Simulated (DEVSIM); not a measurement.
Structure: GaSb n-p junction from an implanted or diffused profile, at 250 K.

| layer (left to right) | material | thickness (μm) | Na (cm⁻³) | τn (s) | τp (s) |
|---|---|---|---|---|---|
| 1 | GaSb | 30.0 | 1.4e14 | 8.7e-8 | 8.7e-8 |

Added donor profile: 2.3e16 cm⁻³ × exp(−(x − 0.078 μm)²/(2·(0.05 μm)²)). Left contact: ohmic. Right contact: ohmic. Voltage is applied to the left contact. Recombination: SRH at mid-gap, Auger. Mobility is constant in doping.

The device is made up for the run: typed textbook-type constants, with dimensions and the other settings drawn at random. Values at 300 K; Nc and Nv go as T^1.5, mobilities as T to minus their exponent, the gap by Varshni's rule with the affinity fixed.

```tsv
parameter	GaSb
gap (eV)	0.726
affinity (eV)	4.06
permittivity	15.7
Nc (cm⁻³)	2.1e17
Nv (cm⁻³)	1.8e19
μn (cm²/Vs)	5000
μp (cm²/Vs)	850
T exponent of μn	2
T exponent of μp	1.7
Cn (cm⁶/s)	5e-30
Cp (cm⁶/s)	5e-30
Varshni α (eV/K)	0.00042
Varshni β (K)	140
```

DEVSIM, 1D drift-diffusion, Boltzmann statistics, complete ionisation; no tunnelling, impact ionisation, image-force lowering or self-heating.

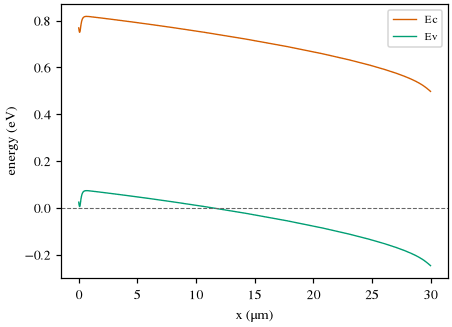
Fig. 1. Band edges at -0.7 V on the left contact

Energies count from the Fermi level of the right contact; mesh points crowd at the junctions.

```
x (μm)   Ec (eV)  Ev (eV)  n (cm⁻³)  p (cm⁻³)  field (V/cm)
-------  -------  -------  --------  --------  ------------
0.000      0.768    0.024    6.7e15    320000         -3700
0.02245    0.760    0.016    9.7e15    3.5e12         -3400
0.04824    0.753    0.008    1.4e16    6.7e12         -2200
0.07786    0.750    0.005    1.6e16    1.1e13           ≈ 0
0.1225     0.757    0.012    1.1e16    2.6e13          3000
0.1610     0.770    0.026    6.0e15    5.9e13          3800
0.2030     0.785    0.040    3.1e15    1.3e14          3000
0.2580     0.798    0.054    1.6e15    2.5e14          1900
0.3000     0.805    0.060    1.2e15    3.5e14          1300
0.3597     0.811    0.066    9.1e14    4.7e14           740
0.5043     0.816    0.072    6.8e14    6.4e14           180
1.018      0.816    0.072    5.9e14    7.3e14           -57
2.081      0.810    0.065    5.7e14    7.1e14           -62
4.622      0.793    0.049    5.4e14    6.8e14           -66
14.23      0.721   -0.024    4.1e14    5.5e14           -86
23.10      0.631   -0.113    2.8e14    4.2e14          -120
27.08      0.574   -0.170    1.7e14    3.1e14          -170
28.77      0.539   -0.205    1.0e14    2.3e14          -260
29.61      0.513   -0.231    4.9e13    1.7e14          -380
29.85      0.504   -0.241    2.3e13    1.5e14          -430
29.95      0.499   -0.245    8.5e12    1.4e14          -440
30.00      0.497   -0.248     1.5e7    1.4e14          -440
```
